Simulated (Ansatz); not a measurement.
Base system: GaAs in the zinc blende structure (space group F-43m, No. 216; a = 5.659 Å).

Structures relaxed with PBEsol, PAW, 420 eV (Ansatz, a quantum-chemistry and plane-wave program; spin-orbit coupling left out).

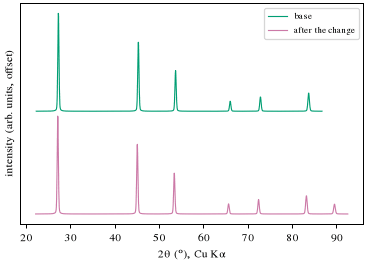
Fig. 1. Simulated powder patterns before (top) and after one change

Problem. Name the change that was made.
A. isotropic strain −0.50 %
B. isotropic strain +0.50 %
C. isotropic strain −1.50 %
D. isotropic strain −3.00 %

Solution. B, isotropic strain +0.50 %. Its volume per atom is 22.99 Å³ against 22.65 Å³, and its space group is F-43m (No. 216).

No phonon test of stability was made.
